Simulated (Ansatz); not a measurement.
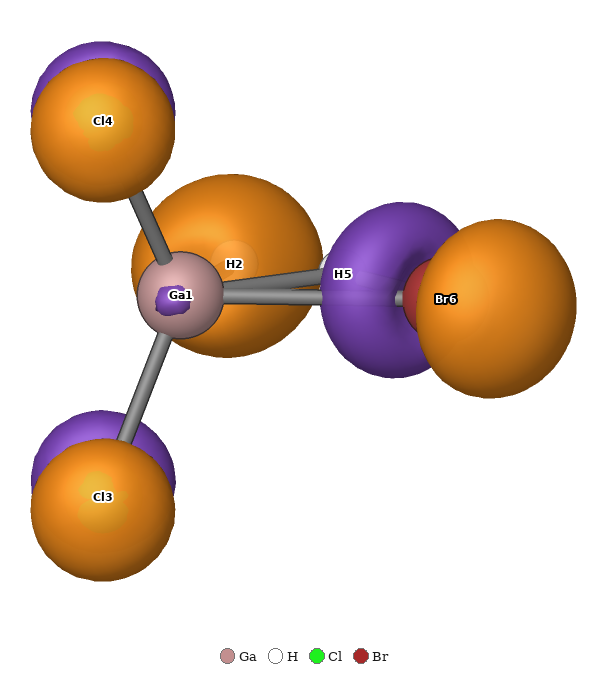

*BrCl2GaH2. The HOMO at ±0.15 Å⁻³ᐟ² (orange and purple are the two phases), seen at a tilt.*

A transition-state structure; geometry: PBE0-D4/def2-TZVP.

All numbers below come from RKS PBE0-D4/def2-TZVPP in Ansatz.

Input file:

```
crystal:
  periodic: [false, false, false]
  atoms:
    - {symbol: Ga, position_ang: [-0.308187, -0.223214, -0.410374]}
    - {symbol: H, position_ang: [0.755758, 1.063216, -0.512722]}
    - {symbol: Cl, position_ang: [0.416523, -2.030213, -1.252423]}
    - {symbol: Cl, position_ang: [-2.356400, 0.326884, -0.451891]}
    - {symbol: H, position_ang: [0.902440, 0.850608, 0.621382]}
    - {symbol: Br, position_ang: [0.589866, 0.012620, 2.005927]}
basis:
  gaussian: {orbitals: def2-TZVPP}
hamiltonian: {xc: pbe0, dispersion: d4}
output: {orbitals: {seedname: orbitals}}
```

Launched as:

```sh
ansatz run in.yaml --threads 8 --pin off --events-out ev --progress --plain --max-ram 19148MiB
```

Question: What is the character of this orbital?

Answer: Its weight (Hirshfeld) is mainly on Br6 (about 30 %), H2 (about 20 %), Cl3 (about 15 %), Cl4 (about 15 %) and Ga1 (about 10 %). Its energy is −8.98 eV.
